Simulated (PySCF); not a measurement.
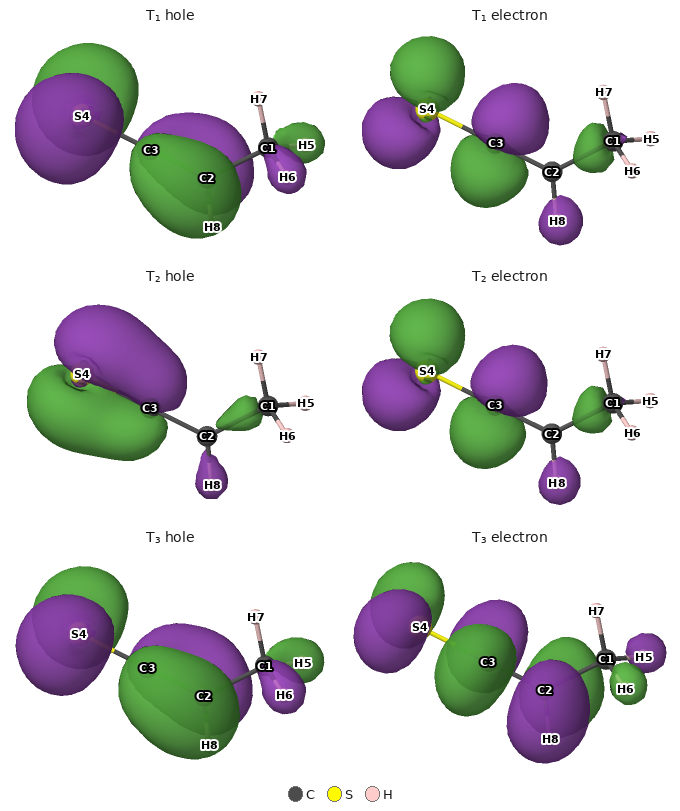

C$_{3}$H$_{4}$S, SMILES `CC=C=S`. Leading natural transition orbitals (TDA triplet states).

Method: ωB97X/def2-SVPD; geometry: GFN2-xTB; program: PySCF. No frequency check shows the geometry to be a minimum. GFN2-xTB bond lengths at metals and heavier atoms can be off by up to 0.1 Å and shapes distorted, which carries into these values.

Input script:

```python
import numpy as np
from pyscf import gto, scf, dft, tdscf
from pyscf.scf import atom_ks, atom_hf
from scipy.linalg import block_diag

def solve(mol, dm0=None, hcore=None):
    mf = (dft.UKS if mol.spin else dft.RKS)(mol, xc='wb97x')
    mf.grids.level = 3
    mf = mf.density_fit(auxbasis='def2-universal-jkfit')
    mf.conv_tol, mf.max_cycle = 1e-8, 80
    if hcore is not None:
        mf.get_hcore = lambda *args: hcore
    mf.kernel(dm0)
    if not mf.converged:
        mf = mf.newton().run(mf.mo_coeff, mf.mo_occ, max_cycle=30)
    assert mf.converged, 'SCF not converged'
    return mf

mol = gto.M(atom='''
C      2.20151     0.40393     0.00095
C      1.06292    -0.57632     0.00072
C     -0.19239    -0.25279     0.00009
S     -1.70208     0.14038    -0.00017
H      2.81957     0.25467    -0.88854
H      2.82336     0.25106     0.87746
H      1.82877     1.42415     0.00391
H      1.32937    -1.62493    -0.00068
''', basis='def2-svpd', charge=0, spin=0, verbose=4)
mf = solve(mol)
td = mf.TDA()
td.nstates, td.singlet, td.conv_tol = 4, False, 1e-5
td.kernel()
td.analyze()
x, y = np.array([p[0] for p in td.xy]), np.array([p[1] + 0 * p[0] for p in td.xy])
f, mu = np.zeros(len(td.e)), np.zeros((len(td.e), 3))
nto = [td.get_nto(state=i + 1, verbose=4) for i in range(len(td.e))]
# spherically averaged free atoms, for the promolecule
atm = atom_ks.get_atm_nrks(mol, xc='wb97x')
pro = block_diag(*[(atm[a[0]][2] * atm[a[0]][3]) @ atm[a[0]][2].T for a in mol._atom])
np.savez('result.npz', e=td.e, f=f, ok=td.converged, w=[n[0] for n in nto], nto=[n[1] for n in nto], x=x, y=y, c=mf.mo_coeff, occ=mf.mo_occ, eps=mf.mo_energy, pro=pro, mu=mu)
```

Run with:

```sh
OMP_NUM_THREADS=1 python input.py
```

The run took 4 min on 1 thread of Arm Neoverse V1, with other jobs on the host, peak memory 0.64 GiB.

**Describe these excited states.**

By state:
- T₁: 2.05 eV (605 nm), spin-forbidden from the singlet ground state; the leading pair carries 100 %; hole on S4 (52 %), C2 (26 %) and C3 (13 %), electron on S4 (43 %), C3 (40 %) and C2 (8 %); their centroids lie 0.1 Å apart.
- T₂: 3.90 eV (318 nm), spin-forbidden from the singlet ground state; the leading pair carries 99 %; hole on S4 (64 %) and C3 (27 %), electron on S4 (43 %), C3 (41 %) and C2 (8 %); their centroids lie 0.3 Å apart.
- T₃: 4.25 eV (292 nm), spin-forbidden from the singlet ground state, π → π*; the leading pair carries 99 %; hole on S4 (36 %), C2 (34 %) and C3 (20 %), electron on C3 (33 %), C2 (31 %) and S4 (24 %); their centroids lie 0.2 Å apart.
